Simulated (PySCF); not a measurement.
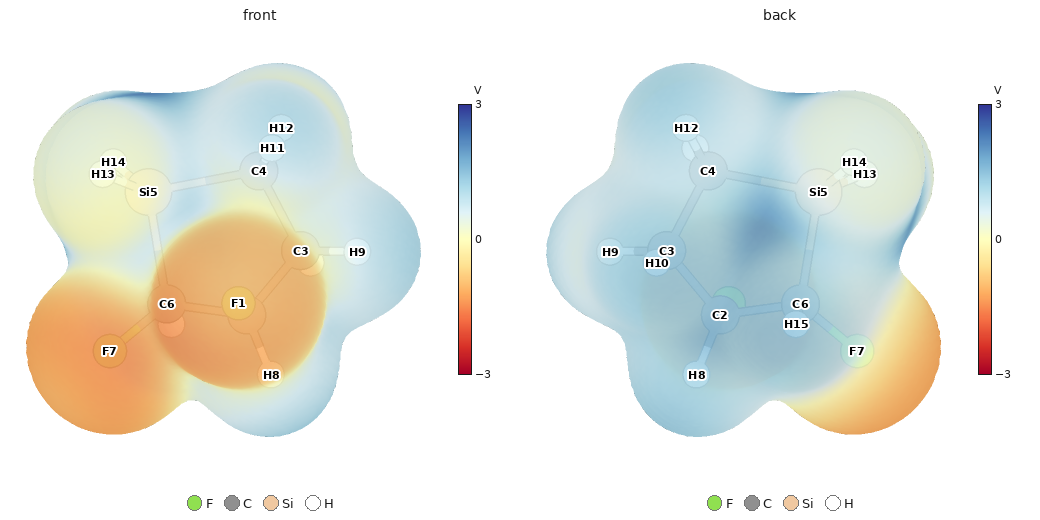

Figure. C4H8F2Si. The molecular electrostatic potential painted on the density surface at 0.004 e/bohr³, seen from the front and from behind; red is negative and blue positive.

Geometry: GFN2-xTB.

These are results of PBE0/pcSseg-1, SCF density, gas phase, non-relativistic in PySCF, not measurements.

The calculation's input:

```
{"job": {"kind": "nmr", "xc": "PBE0", "basis": "pcSseg-1"}, "charge": 0, "multiplicity": 1}
F     -1.534966     0.376215     1.239866
C     -1.203256     0.403592    -0.101909
C     -0.720504    -0.984540    -0.506892
C      0.573155    -1.283723     0.265846
Si     1.449615     0.398441     0.496218
C     -0.023113     1.350254    -0.303812
F     -0.280107     2.595964     0.230942
H     -2.110470     0.722186    -0.629497
H     -1.491545    -1.725878    -0.293084
H     -0.535751    -0.980075    -1.581812
H      0.318931    -1.708688     1.236737
H      1.165347    -2.031096    -0.258165
H      1.626899     0.802886     1.885243
H      2.653233     0.559359    -0.321730
H      0.108119     1.513090    -1.379864
```

Run with:

```sh
OMP_NUM_THREADS=1 python probes_run.py task.json out
```

Q: Where is the surface potential most negative and most positive?

A: The most negative region (about −1.4 V) lies over F1 and F7, the most positive (about +2.0 V) over Si5.
